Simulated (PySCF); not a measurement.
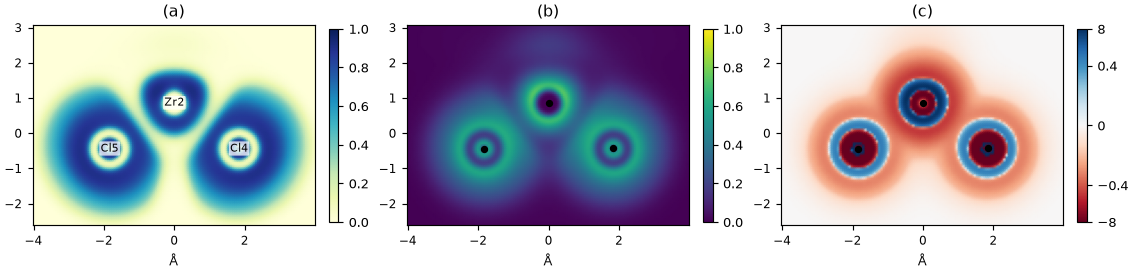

Figure. Cl₄Zr, SMILES `Cl[Zr](Cl)(Cl)Cl`. Three fields in the plane of Zr2, Cl4 and Cl5. (c): blue positive, red negative.

Level of theory: PBE0/def2-SVP (PySCF), at a geometry from GFN2-xTB. Core potentials replace the inner electrons of Zr; spin–orbit coupling isn't included. This is a single-reference result, which may miss multireference character in this system. No frequency check shows the geometry to be a minimum. GFN2-xTB bond lengths at metals and heavier atoms can be off by up to 0.1 Å and shapes distorted, which carries into these values.

Input

```python
import numpy as np
from pyscf import gto, scf, dft
from pyscf.scf import atom_ks, atom_hf
from scipy.linalg import block_diag

def solve(mol, dm0=None, hcore=None):
    mf = (dft.UKS if mol.spin else dft.RKS)(mol, xc='pbe0')
    mf.grids.level = 3
    mf = mf.density_fit(auxbasis='def2-universal-jkfit')
    mf.conv_tol, mf.max_cycle = 1e-8, 80
    if hcore is not None:
        mf.get_hcore = lambda *args: hcore
    mf.kernel(dm0)
    if not mf.converged:
        mf = mf.newton().run(mf.mo_coeff, mf.mo_occ, max_cycle=30)
    assert mf.converged, 'SCF not converged'
    return mf

mol = gto.M(atom='''
Cl    -1.27325     1.29961    -1.32538
Zr    -0.00076     0.00012    -0.00036
Cl     1.27407     1.29930     1.32618
Cl     1.32746    -1.29937    -1.27249
Cl    -1.32649    -1.29981     1.27254
''', basis='def2-svp', ecp={'Zr': 'def2-svp'}, charge=0, spin=0, verbose=4)
mf = solve(mol)
mf.analyze()
# spherically averaged free atoms, for the promolecule
atom_ks.AtomSphAverageRKS.init_guess_by_vsap = lambda self, mol=None: self.init_guess_by_minao(mol)  # core potentials
atm = atom_ks.get_atm_nrks(mol, xc='pbe0')
pro = block_diag(*[(atm[a[0]][2] * atm[a[0]][3]) @ atm[a[0]][2].T for a in mol._atom])
np.savez('result.npz', e=mf.e_tot, c=mf.mo_coeff, occ=mf.mo_occ, eps=mf.mo_energy, pro=pro, dip=mf.dip_moment(verbose=0), s2=mf.spin_square()[0])
```

Launched as:

```sh
OMP_NUM_THREADS=1 python input.py
```

The run took 17 s on 1 thread of AMD EPYC 7571 (shared host), peak memory 0.44 GiB.

Partitions, critical points and surface values were worked out afterwards from this run's density.

> The panels show, in some order, the electron localisation function (ELF), localised orbital locator (LOL) and negative Laplacian of the density (−∇²ρ). Which is which?

(a) is the electron localisation function (ELF): it runs from 0 to 1 and is close to 1 over wide basins that fill the valence regions. (b) is the localised orbital locator (LOL): it runs from 0 to 1, peaks where electrons are localised, as in bonds, and fades smoothly outside. (c) is the negative Laplacian of the density (−∇²ρ): shells alternate in sign around each nucleus and valence concentrations outline the bonding and non-bonding pairs.
